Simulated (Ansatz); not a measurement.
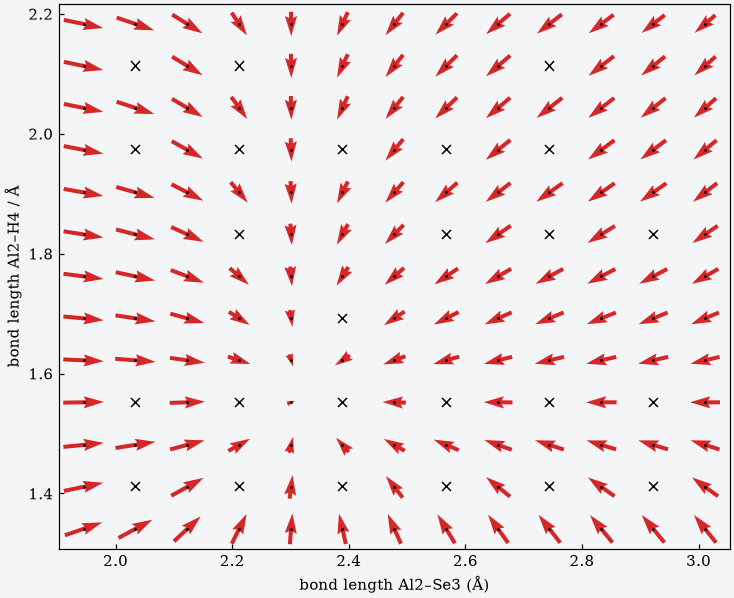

AlFHSe, SMILES [F][AlH][Se], spin multiplicity 2. 
- First axis: bond length Al2–Se3. Second axis: bond length Al2–H4.
- Nothing is relaxed (all other coordinates rigid).
- The grid has 13 × 13 points. At 25 points there is no value.
- Theory: UHF/def2-TZVP (Ansatz 0.2.0).

In the figure: crosses at grid points without a value, dots at the grid points, arrows along the force (downhill), their lengths compressed.

> The arrows alone are given. Where is the energy lowest?

The arrows converge at about bond length Al2–Se3 = 2.315 Å, bond length Al2–H4 = 1.560 Å (read from the interpolated surface).

The energy map of the same scan:

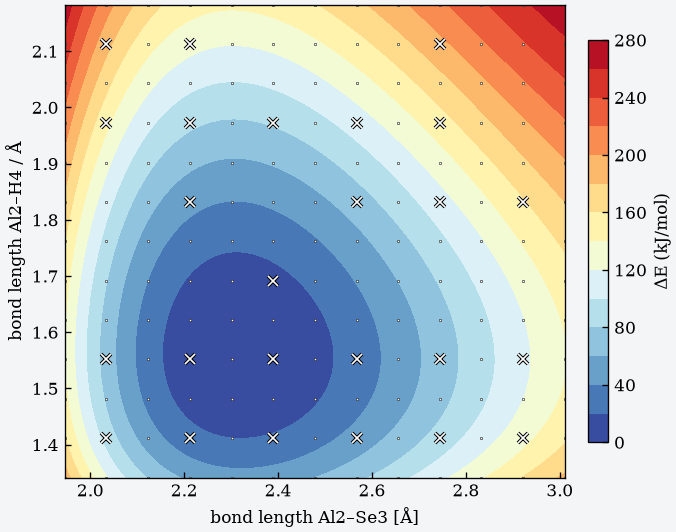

Energies are in kJ/mol, from the relaxed molecule at the same level; between grid points the surface is interpolated.
